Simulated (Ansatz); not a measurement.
A computed series for HfSi2: pressure series

The reference is HfSi2 (space group Cmcm, No. 63; a = 3.650 Å, b = 14.350 Å, c = 3.635 Å).

Cell and atoms are relaxed at each pressure.

Method: Ansatz (a first-principles code), PBEsol, PAW, cutoff 420 eV, no spin-orbit coupling.

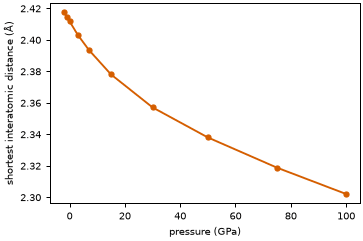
Figure: Shortest interatomic distance against pressure

### Question
From the plot, what is the shortest interatomic distance for pressure 7 GPa?

### Answer
About 2.394 Å.

### Question
Is the trend monotonic over the range shown?

### Answer
Yes, it falls throughout, spanning 2.302 Å to 2.418 Å.

Load acts through the strain it causes; cell and atoms are relaxed under it. Stability against distortions was not tested. Competing high-pressure phases were not computed. The final runs are not spin-polarised.
